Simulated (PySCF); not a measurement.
## A study: C$_{4}$H$_{4}$Se, SMILES `c1cc[se]c1`

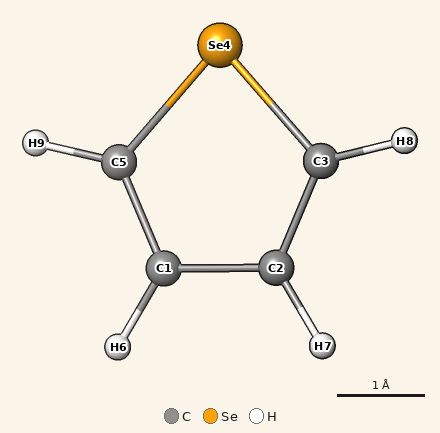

The molecule, with its atoms numbered as below. No frequency check shows the geometry to be a minimum.

Geometry (Å), atoms numbered from 1:

```
C1       1.6739   -0.7081    0.0000
C2       1.6739    0.7082    0.0000
C3       0.4395    1.2708    0.0000
Se4     -0.9101    0.0000    0.0000
C5       0.4395   -1.2708    0.0000
H6       2.5816   -1.2877    0.0000
H7       2.5816    1.2878    0.0000
H8       0.2099    2.3212    0.0000
H9       0.2100   -2.3212    0.0000
```

Part 1: Bonding charge

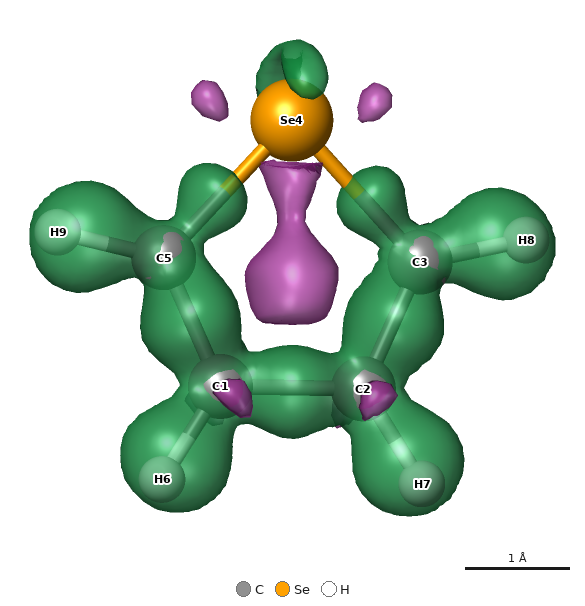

Deformation density (molecule less spherical, spin-averaged free atoms at the same positions), surfaces at ±0.1 e/Å³; green: gain, purple: loss.

Method: PBE0/def2-SVP; geometry: GFN2-xTB; program: PySCF.

**Describe the bonding that the map shows.**

C3–H8 and C5–H9: +0.72 e/Å³ at the bond critical point (bond length 1.07 Å, Mayer order 1.0). C2–H7 and C1–H6: +0.71 e/Å³ at the bond critical point (bond length 1.08 Å, Mayer order 1.0). C2–C3 and C1–C5: +0.64 e/Å³ at the bond critical point (bond length 1.36 Å, Mayer order 1.6). C1–C2: +0.57 e/Å³ at the bond critical point (bond length 1.42 Å, Mayer order 1.3). C3–Se4 and Se4–C5: +0.20 e/Å³ at the bond critical point (bond length 1.85 Å, Mayer order 1.2). In all, 2.0 electrons gather in the regions of gain relative to the promolecule.

Part 2: Bond critical points

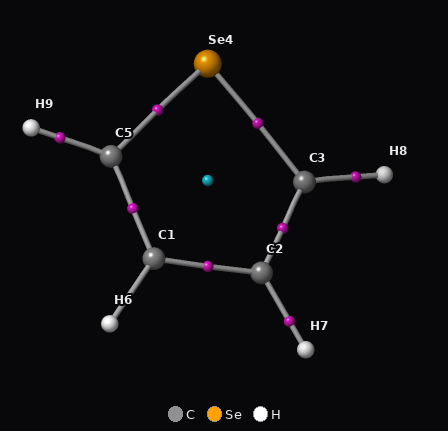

Molecular graph of the electron density (QTAIM): bond paths, bond critical points (magenta), ring points (cyan, if any); weak paths are dashed.

**How many critical points of each kind are there, and does the count close?**

9 nuclei, 9 bond, 1 ring and 0 cage critical points: 9 − 9 + 1 − 0 = 1, as the Poincaré–Hopf relation requires.

**Give the properties at the bond critical points.**

```csv
bond,length (Å),ρ (a.u.),∇²ρ (a.u.),ε,H (a.u.)
C2–C3 (2 alike),1.357,0.323,−0.82,0.32,−0.328
C1–C2,1.416,0.294,−0.73,0.17,−0.271
C3–H8 (2 alike),1.075,0.283,−1.10,0.03,−0.314
C2–H7 (2 alike),1.077,0.283,−1.08,0.02,−0.311
C3–Se4 (2 alike),1.854,0.174,−0.20,0.23,−0.128
```

**What kind of interaction is C3–Se4?**

Shared-shell (covalent): ρ = 0.174, ∇²ρ = −0.20, H = −0.128 a.u. Its ellipticity of 0.23 shows that the density isn't cylindrical about the bond.

Part 3: Electrostatic potential

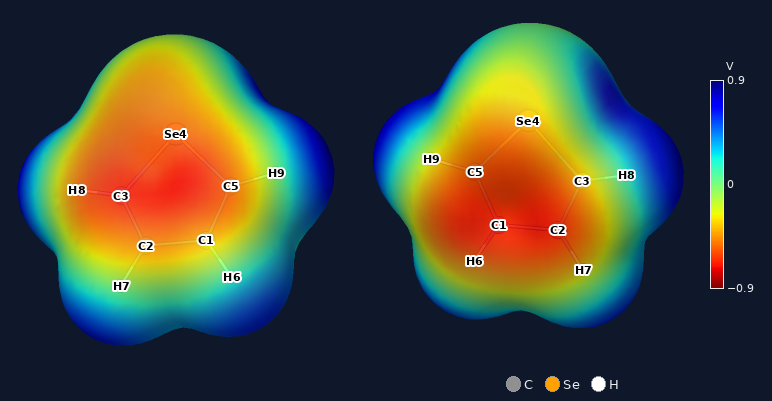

Electrostatic potential on the surface of electron density 0.001 a.u. (back view left, front view right).

**Where are the extremes of the potential on the surface?**

Highest: 0.81 V, 1.3 Å from H9, and at like points elsewhere. Further maxima include 0.64 V, 1.3 Å from H6. Lowest: −0.72 V, off the C1–C5 bond (2.1 to 2.2 Å from its atoms), and at like points elsewhere. The surface is sampled at points, so like sites can differ by a few per cent and only the strongest of them is named.

Part 4: Magnetic shielding

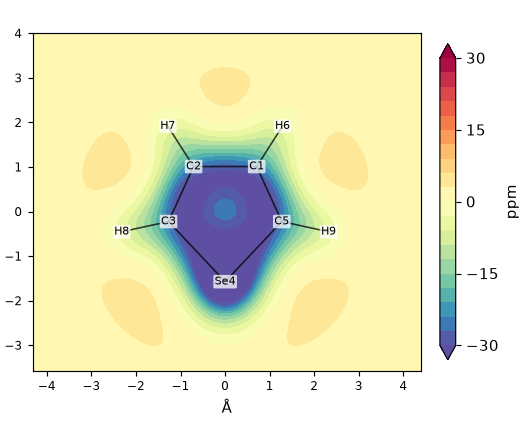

NICSzz (the component normal to the ring) 1.0 Å above the plane of the 5-membered ring C1/C2/C3/Se4/C5; GIAO shieldings; atoms are projected onto the map; negative values mean shielding.

Level of theory: B3LYP/cc-pVDZ (PySCF), at a geometry from GFN2-xTB.

**Is the ring aromatic by this magnetic criterion?**

It is strongly diatropic (aromatic): NICS(0) = −12.8, NICS(1) = −10.8, NICS(1)zz = −25.7 ppm.

Part 5: The π system

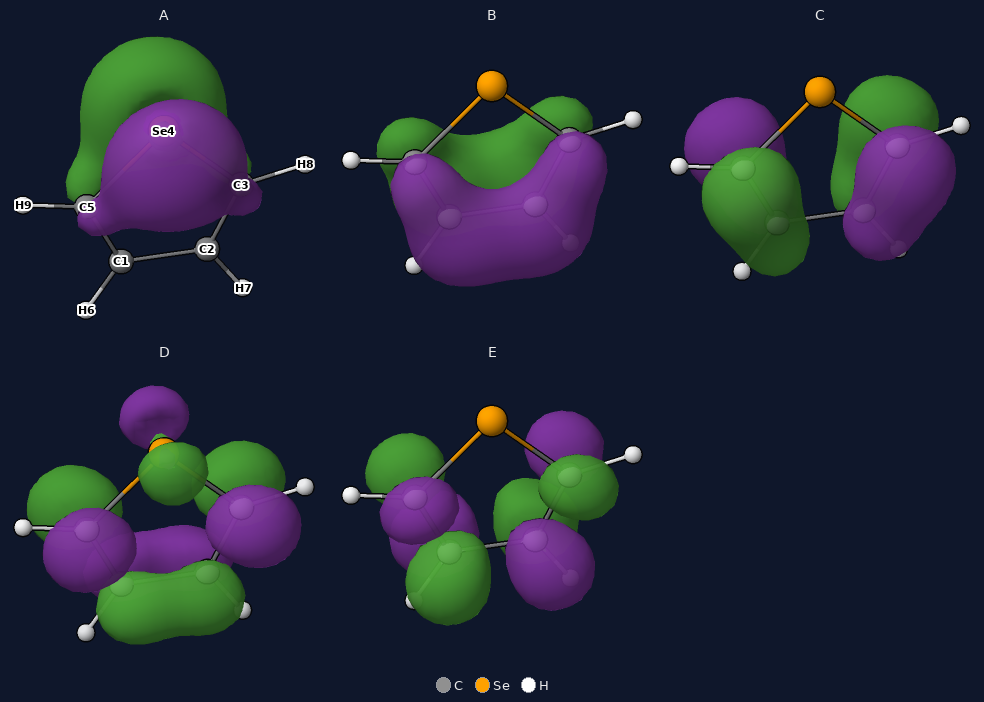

Natural orbitals of the π active space, CASSCF(6,5), singlet state, in order of falling occupation.

Level of theory: def2-SVP basis (PySCF), at a geometry from GFN2-xTB.

**What are the natural occupation numbers?**

A 2.00, B 1.94, C 1.90, D 0.10, E 0.06.

**How multiconfigurational is the state?**

The leading determinant weighs 0.92; the effective number of unpaired electrons, Σ n²(2−n)², is 0.10; the most occupied of the weakly occupied orbitals holds 0.10 e, as in an ordinary closed-shell π system. The active space lowers the energy by 1.39 eV against Hartree–Fock.

**Where does the lowest triplet lie relative to the singlet, at this geometry and within this active space?**

4.01 eV above it by strongly contracted NEVPT2 (+3.62 eV by CASSCF); a small basis tends to put such gaps a few tenths of an eV too high. This is a vertical energy for π states alone; a state that uses lone pairs or σ orbitals may lie lower.

The PySCF runs shown took 13 s, 26 s and 110 s on 1 thread of Arm Neoverse V1, with other jobs on the host.
